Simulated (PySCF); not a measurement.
F$_{3}$P, SMILES `FP(F)F`.

Level of theory: ωB97X/def2-TZVP (PySCF), at a geometry from GFN2-xTB. No frequency check shows the geometry to be a minimum. GFN2-xTB bond lengths at metals and heavier atoms can be off by up to 0.1 Å and shapes distorted, which carries into these values.

Cartesian coordinates (Å):

```
F1      -1.1907    0.6338    0.3059
P2      -0.0000    0.0000   -0.5507
F3       1.1443    0.7143    0.3059
F4       0.0464   -1.3481    0.3059
```

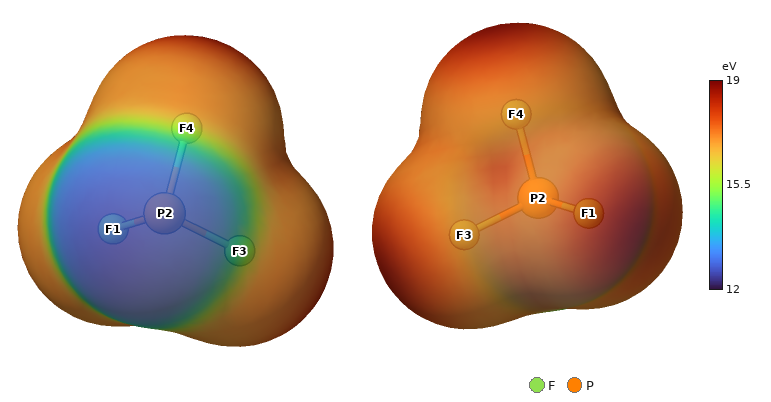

Average local ionisation energy on the surface of electron density 0.001 a.u. (back view left, front view right).

Where are the most loosely bound electrons on this surface?

The lowest value is 12.8 eV, 2.2 Å from P2. Further minima include 17.0 eV, 1.7 Å from F4, and at like points elsewhere. For comparison, the highest occupied orbital lies at −12.1 eV.

The PySCF run took 5.4 s on 1 thread of Intel(R) Xeon(R) 6975P-C (Granite Rapids), with other jobs on the host, peak memory 0.51 GiB.
